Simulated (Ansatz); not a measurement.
# AlClH4O: two geometries relaxed, part 2 of 2

Aim: relax the geometries before and after the reaction (ligand exchange), and see whether they are two minima and how far apart in energy. Meant to form: Al1–Cl6, H7–O2; to break: Al1–O2, H7–Cl6. The start is a guess near the saddle point, from which both ends are pulled out.

Ansatz 0.2.0; RKS PBE0-D4/def2-SVP. The steps go on from the part before.

**4. A restrained relaxation towards end B**

Springs on the bonds that form and break draw the guess towards this end; the thresholds are loose.

Contents of input.yaml:

```yaml
crystal:
  periodic: [false, false, false]
  atoms:
    - { symbol: Al, position_ang: [0.0, 0.0, 0.0] }
    - { symbol: O, position_ang: [0.0, 0.0, 2.13] }
    - { symbol: H, position_ang: [-0.9095, -0.2814, 2.4671] }
    - { symbol: H, position_ang: [1.351, 0.0, -0.78] }
    - { symbol: H, position_ang: [-1.351, 0.0, -0.78] }
    - { symbol: Cl, position_ang: [0.1134, 2.3983, 0.7978] }
    - { symbol: H, position_ang: [0.0597, 1.263, 1.9417] }
basis:
  gaussian: { orbitals: def2-SVP }
hamiltonian:
  xc: pbe0
  dispersion: d4
relax:
  f_tol: 0.15
  max_steps: 25
  restrain:
    - { distance: [0, 5], at: 2.23, k: 30.0 }
    - { distance: [6, 1], at: 1.01, k: 30.0 }
    - { distance: [0, 1], at: 2.98, k: 30.0 }
    - { distance: [6, 5], at: 2.57, k: 30.0 }
```

Run with:

```sh
$ ansatz run input.yaml --threads 1 --pin off --max-ram 2048MiB --backend cpu --events-out ev --progress --plain --runs-dir out
```

What it wrote:

```text
Warning: RAYON_NUM_THREADS=1 ignored (pool sized by the plan → 1); use --threads N
The last accepted step is kept in <dir> (removed where the run ends without a failure and the disk answers)
Engine: ansatz 0.2.0, aarch64-unknown-linux-gnu
Functional definition: PBE0
  parameter a = 0.25
  parameter kappa = 0.804
  parameter beta = 0.06672455060314922
  exchange = (1 - a)*pbe_x(kappa = kappa, mu = beta*pi^2/3) + a*exact_x
  correlation = pbe_c(beta = beta)
704 factors; integrals over basis functions are off by at most 3.2e-4 eV
mean field evaluation 1: about -21212.1938 eV, gradient 4.2e1 eV
mean field evaluation 2: about -21205.2266 eV, gradient 7.3e1 eV
mean field evaluation 4: about -21215.4665 eV, gradient 2.0e0 eV
mean field evaluation 8: about -21215.4775 eV, gradient 5.5e-2 eV
mean field -21215.47746730 eV, -779.6544165560 hartree, gradient 1.4e-5 eV, S^2 0.000000; 0 other end points of the search recorded, 0 dependent functions left out
the calculation of the forces begins
reference -21215.47749326 eV, -779.6544175100 hartree; 21, 21 occupied and 49, 49 virtual orbitals, 704 factors
relax step   1: F+E_penalty+E_count = -21215.57310595 eV  Δ(F+E_penalty+E_count) = +0.000e0 eV  max|allowed force component| = 2.127e0 eV/Å  E_restraint = 27.01906255 eV  max|allowed force component, restraints' pulls added| = 2.978e1 eV/Å  Δτ_max = 0.0000 Å  (24 SCF iters, accepted)
  distance Al 0 - Cl 5 = 2.5301 Å
  distance H 6 - O 1 = 1.2784 Å
  distance Al 0 - O 1 = 2.1300 Å
  distance H 6 - Cl 5 = 1.6125 Å
these checks for a lower state are left out or cut short: starts, cluster_reference, orbital_swaps, neighbouring_geometries, increment
704 factors; integrals over basis functions are off by at most 4.0e-4 eV
mean field evaluation 16: about -21214.8011 eV, gradient 1.4e1 eV
mean field -21215.58188969 eV, -779.6582540083 hartree, gradient 1.2e-5 eV, S^2 0.000000; 0 other end points of the search recorded, 0 dependent functions left out
the calculation of the forces begins
reference -21215.58191623 eV, -779.6582549835 hartree; 21, 21 occupied and 49, 49 virtual orbitals, 704 factors
relax step   2: F+E_penalty+E_count = -21215.67502314 eV  Δ(F+E_penalty+E_count) = -1.019e-1 eV  max|allowed force component| = 2.772e0 eV/Å  E_restraint = 11.82732230 eV  max|allowed force component, restraints' pulls added| = 1.887e1 eV/Å  Δτ_max = 0.1949 Å  (29 SCF iters, accepted)
  distance Al 0 - Cl 5 = 2.4585 Å
  distance H 6 - O 1 = 1.1256 Å
  distance Al 0 - O 1 = 2.4021 Å
  distance H 6 - Cl 5 = 1.9463 Å
these checks for a lower state are left out or cut short: starts, cluster_reference, orbital_swaps, neighbouring_geometries, increment
704 factors; integrals over basis functions are off by at most 5.1e-4 eV
mean field -21215.89700018 eV, -779.6698341050 hartree, gradient 1.2e-5 eV, S^2 0.000000; 0 other end points of the search recorded, 0 dependent functions left out
the calculation of the forces begins
reference -21215.89702761 eV, -779.6698351130 hartree; 21, 21 occupied and 49, 49 virtual orbitals, 704 factors
relax step   3: F+E_penalty+E_count = -21215.98806586 eV  Δ(F+E_penalty+E_count) = -3.130e-1 eV  max|allowed force component| = 2.908e0 eV/Å  E_restraint = 3.27452325 eV  max|allowed force component, restraints' pulls added| = 8.537e0 eV/Å  Δτ_max = 0.1948 Å  (26 SCF iters, accepted)
  distance Al 0 - Cl 5 = 2.3535 Å
  distance H 6 - O 1 = 0.9830 Å
  distance Al 0 - O 1 = 2.6520 Å
  distance H 6 - Cl 5 = 2.2622 Å
these checks for a lower state are left out or cut short: starts, cluster_reference, orbital_swaps, neighbouring_geometries, increment
704 factors; integrals over basis functions are off by at most 6.6e-4 eV
mean field evaluation 32: about -21216.1423 eV, gradient 1.7e-1 eV
mean field -21216.14365508 eV, -779.6788985056 hartree, gradient 1.3e-5 eV, S^2 0.000000; 0 other end points of the search recorded, 0 dependent functions left out
the calculation of the forces begins
reference -21216.14368276 eV, -779.6788995228 hartree; 21, 21 occupied and 49, 49 virtual orbitals, 704 factors
relax step   4: F+E_penalty+E_count = -21216.23211065 eV  Δ(F+E_penalty+E_count) = -2.440e-1 eV  max|allowed force component| = 1.686e0 eV/Å  E_restraint = 0.21591028 eV  max|allowed force component, restraints' pulls added| = 2.640e0 eV/Å  Δτ_max = 0.1945 Å  (26 SCF iters, accepted)
  distance Al 0 - Cl 5 = 2.2248 Å
  distance H 6 - O 1 = 0.9587 Å
  distance Al 0 - O 1 = 2.8919 Å
  distance H 6 - Cl 5 = 2.5070 Å
these checks for a lower state are left out or cut short: starts, cluster_reference, orbital_swaps, neighbouring_geometries, increment
705 factors; integrals over basis functions are off by at most 7.2e-4 eV
mean field -21216.23924496 eV, -779.6824113686 hartree, gradient 1.3e-5 eV, S^2 0.000000; 0 other end points of the search recorded, 0 dependent functions left out
the calculation of the forces begins
reference -21216.23927303 eV, -779.6824124003 hartree; 21, 21 occupied and 49, 49 virtual orbitals, 705 factors
relax step   5: F+E_penalty+E_count = -21216.32766389 eV  Δ(F+E_penalty+E_count) = -9.555e-2 eV  max|allowed force component| = 1.367e0 eV/Å  E_restraint = 0.07377464 eV  max|allowed force component, restraints' pulls added| = 1.382e0 eV/Å  Δτ_max = 0.2000 Å  (28 SCF iters, accepted)
  distance Al 0 - Cl 5 = 2.2233 Å
  distance H 6 - O 1 = 0.9862 Å
  distance Al 0 - O 1 = 2.9195 Å
  distance H 6 - Cl 5 = 2.5447 Å
these checks for a lower state are left out or cut short: starts, cluster_reference, orbital_swaps, neighbouring_geometries, increment
704 factors; integrals over basis functions are off by at most 7.9e-4 eV
mean field -21216.13898603 eV, -779.6787269210 hartree, gradient 1.5e-5 eV, S^2 0.000000; 0 other end points of the search recorded, 0 dependent functions left out
the calculation of the forces begins
reference -21216.13901392 eV, -779.6787279460 hartree; 21, 21 occupied and 49, 49 virtual orbitals, 704 factors
relax step   6: F+E_penalty+E_count = -21216.22542015 eV  Δ(F+E_penalty+E_count) = +1.022e-1 eV  max|allowed force component| = 2.521e0 eV/Å  E_restraint = 0.01574428 eV  max|allowed force component, restraints' pulls added| = 2.907e0 eV/Å  Δτ_max = 0.1918 Å  (26 SCF iters, rejected (line search))
  distance Al 0 - Cl 5 = 2.2067 Å
  distance H 6 - O 1 = 1.0255 Å
  distance Al 0 - O 1 = 2.9678 Å
  distance H 6 - Cl 5 = 2.5809 Å
these checks for a lower state are left out or cut short: starts, cluster_reference, orbital_swaps, neighbouring_geometries, increment
704 factors; integrals over basis functions are off by at most 7.0e-4 eV
mean field -21216.26342364 eV, -779.6832999188 hartree, gradient 7.4e-6 eV, S^2 0.000000; 0 other end points of the search recorded, 0 dependent functions left out
the calculation of the forces begins
reference -21216.26345166 eV, -779.6833009486 hartree; 21, 21 occupied and 49, 49 virtual orbitals, 704 factors
relax step   7: F+E_penalty+E_count = -21216.35100648 eV  Δ(F+E_penalty+E_count) = -2.334e-2 eV  max|allowed force component| = 1.001e0 eV/Å  E_restraint = 0.02736422 eV  max|allowed force component, restraints' pulls added| = 1.427e-1 eV/Å  Δτ_max = 0.0959 Å  (25 SCF iters, accepted)
  distance Al 0 - Cl 5 = 2.2054 Å
  distance H 6 - O 1 = 0.9855 Å
  distance Al 0 - O 1 = 2.9552 Å
  distance H 6 - Cl 5 = 2.5685 Å
704 factors; integrals over basis functions are off by at most 7.0e-4 eV
mean field evaluation 64: about -21216.2226 eV, gradient 4.3e0 eV
mean field -21216.26342364 eV, -779.6832999188 hartree, gradient 7.4e-6 eV, S^2 0.000000; 1 other end points of the search recorded, 0 dependent functions left out
the calculation of the forces begins
reference -21216.26345166 eV, -779.6833009486 hartree; 21, 21 occupied and 49, 49 virtual orbitals, 704 factors
Total energy: -21216.35103450 eV, -779.6865195587 hartree
Atom 0 at     0.058061     0.463902    -0.476148 Å, force     0.031765     0.686260     1.000959 eV/Å
Atom 1 at    -0.038230    -0.057960     2.430975 Å, force     0.024222     0.852090    -0.594939 eV/Å
Atom 2 at    -0.972922    -0.192549     2.636079 Å, force     0.069954     0.008917     0.008229 eV/Å
Atom 3 at     1.460717    -0.119249    -0.902840 Å, force    -0.039926     0.001828    -0.000169 eV/Å
Atom 4 at    -1.374732    -0.115483    -0.792257 Å, force    -0.003450    -0.022357    -0.010106 eV/Å
Atom 5 at     0.067938     2.479330     0.419188 Å, force     0.002219    -0.736515    -0.382518 eV/Å
Atom 6 at     0.062768     0.921908     2.461603 Å, force    -0.084784    -0.790224    -0.021457 eV/Å
Dipole moment:    -0.281630    -0.152779     0.099616 e Å
```

Wall time 19 s (1 thread of Arm Neoverse V1, shared host); peak memory 0.14 GiB.

The steps of the relaxation:

```csv
step,energy from step 1 (eV),largest force component (eV/Å)
1,0.0000,2.1274
2,-0.1019,2.7722
3,-0.4150,2.9083
4,-0.6590,1.6857
5,-0.7546,1.3669
6x,-0.6523,2.5207
7,-0.7779,1.0010
```

Step 1 is the start. 1 step was tried and not accepted (6; marked x where the table lists them). Energies and forces in the table leave out the springs, which the log lists apart; the run stops on the force with the springs' pull added.

After: Bond lengths: O2–H3 0.966 Å, Al1–H4 1.578 Å, Al1–H5 1.578 Å, Al1–Cl6 2.205 Å, O2–H7 0.986 Å. Angles: H3–O2–H7 103.4°, H4–Al1–H5 128.1°, H4–Al1–Cl6 116.3°, H5–Al1–Cl6 114.9°.

Pairs that crossed the distance rule for bonds on the way: came closer O2–H7; moved apart Al1–O2.

**5. Relaxing end B**

It starts where the restrained run ended.

Contents of input.yaml:

```yaml
crystal:
  periodic: [false, false, false]
  atoms:
    - { symbol: Al, position_ang: [0.058061, 0.463902, -0.476148] }
    - { symbol: O, position_ang: [-0.03823, -0.05796, 2.430975] }
    - { symbol: H, position_ang: [-0.972922, -0.192549, 2.636079] }
    - { symbol: H, position_ang: [1.460717, -0.119249, -0.90284] }
    - { symbol: H, position_ang: [-1.374732, -0.115483, -0.792257] }
    - { symbol: Cl, position_ang: [0.067938, 2.47933, 0.419188] }
    - { symbol: H, position_ang: [0.062768, 0.921908, 2.461603] }
basis:
  gaussian: { orbitals: def2-SVP }
hamiltonian:
  xc: pbe0
  dispersion: d4
relax:
  f_tol: 0.03
  max_steps: 50
output:
  orbitals: {}
```

Run with:

```sh
$ ansatz run input.yaml --threads 1 --pin off --max-ram 2048MiB --backend cpu --events-out ev --progress --plain --runs-dir out
```

What it wrote, cut to the lines that bear on the results:

```text
Warning: RAYON_NUM_THREADS=1 ignored (pool sized by the plan → 1); use --threads N
[...]
[... 1 set-up line as earlier in the session ...]
[...]
707 factors; integrals over basis functions are off by at most 3.9e-4 eV
[...]
mean field -21216.26341711 eV, -779.6832996789 hartree, gradient 1.2e-5 eV, S^2 0.000000; 0 other end points of the search recorded, 0 dependent functions left out
[...]
reference -21216.26344506 eV, -779.6833007062 hartree; 21, 21 occupied and 49, 49 virtual orbitals, 707 factors
relax step   1: F+E_penalty+E_count = -21216.35099995 eV  Δ(F+E_penalty+E_count) = +0.000e0 eV  max|allowed force component| = 1.001e0 eV/Å  Δτ_max = 0.0000 Å  (23 SCF iters, accepted)
[...]
relax step   7: F+E_penalty+E_count = -21217.09701547 eV  Δ(F+E_penalty+E_count) = -2.936e-3 eV  max|allowed force component| = 7.951e-2 eV/Å  Δτ_max = 0.0364 Å  (23 SCF iters, accepted)
[...]
mean field -21217.00229269 eV, -779.7104528556 hartree, gradient 9.0e-5 eV, S^2 0.000000; 1 other end points of the search recorded, 0 dependent functions left out
[...]
reference -21217.00231942 eV, -779.7104538379 hartree; 21, 21 occupied and 49, 49 virtual orbitals, 707 factors
Total energy: -21217.09750005 eV, -779.7139516615 hartree
Atom 0 at     0.023625     0.454379    -0.050311 Å, force     0.000827    -0.004859    -0.010551 eV/Å
Atom 1 at    -0.025792     0.057441     1.917968 Å, force     0.028811    -0.000476    -0.004795 eV/Å
Atom 2 at    -0.829816    -0.367581     2.246439 Å, force    -0.015229     0.008554     0.001558 eV/Å
Atom 3 at     1.374781    -0.185278    -0.570495 Å, force     0.005744     0.002653    -0.002362 eV/Å
Atom 4 at    -1.411036    -0.100241    -0.459749 Å, force    -0.007085     0.001562     0.002466 eV/Å
Atom 5 at     0.110378     2.579230     0.370819 Å, force    -0.000878    -0.006245     0.002322 eV/Å
Atom 6 at     0.021459     0.941949     2.321930 Å, force    -0.012191    -0.001189     0.011363 eV/Å
Dipole moment:    -0.285996    -0.378162     0.816653 e Å
```

Wall time 21 s (1 thread of Arm Neoverse V1, shared host); peak memory 0.14 GiB.

Step by step:

```csv
step,energy from step 1 (eV),largest force component (eV/Å)
1,0.0000,1.0010
2,-0.2014,1.0287
3,-0.4990,1.1976
4,-0.6669,1.5583
5,-0.7293,0.6036
6,-0.7431,0.1566
7,-0.7460,0.0795
8,-0.7465,0.0288
```

Step 1 is the start.

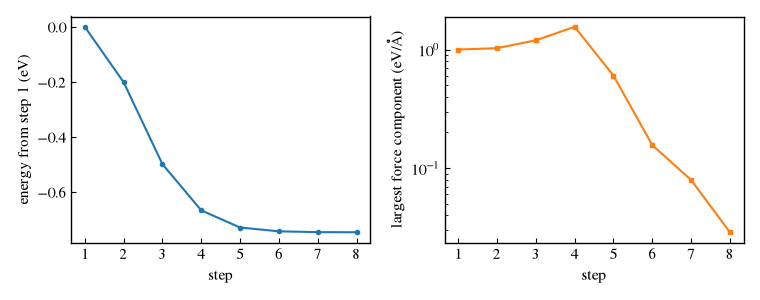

How energy and force went from step to step.

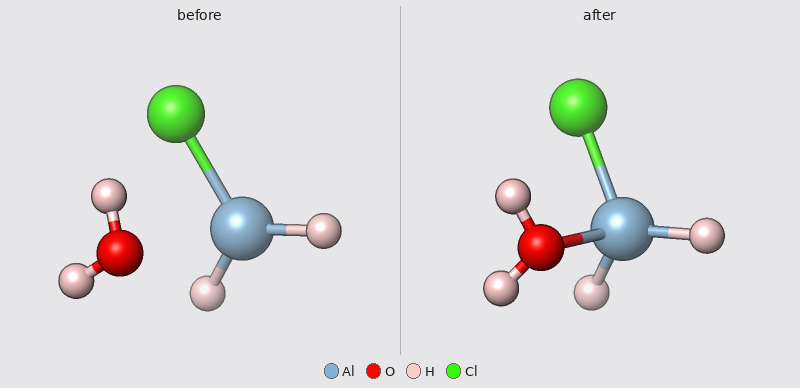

Before and after, at one scale.

After: Bond lengths: Al1–O2 2.009 Å, O2–H3 0.967 Å, Al1–H4 1.583 Å, Al1–H5 1.592 Å, Al1–Cl6 2.168 Å, O2–H7 0.974 Å. Angles: Al1–O2–H3 116.1°, Al1–O2–H7 103.1°, H3–O2–H7 107.4°, O2–Al1–H4 105.3°, O2–Al1–H5 99.3°, O2–Al1–Cl6 90.2°, H4–Al1–H5 123.0°, H4–Al1–Cl6 115.2°, H5–Al1–Cl6 115.3°.

Pairs that crossed the distance rule for bonds on the way: came closer Al1–O2.

**6. Summary of results**

This closing draws on all 2 parts.

| quantity | value |
| --- | --- |
| end A | 17 moves, 1.289 eV lower |
| end B | 7 moves, 0.746 eV lower |
| largest difference between the ends | 0.02 Å |
| end B relative to end A | +0.000 eV |

What this shows: The two relaxations end at one structure, within 0.02 Å: no second minimum was found from this start, which doesn't rule one out.
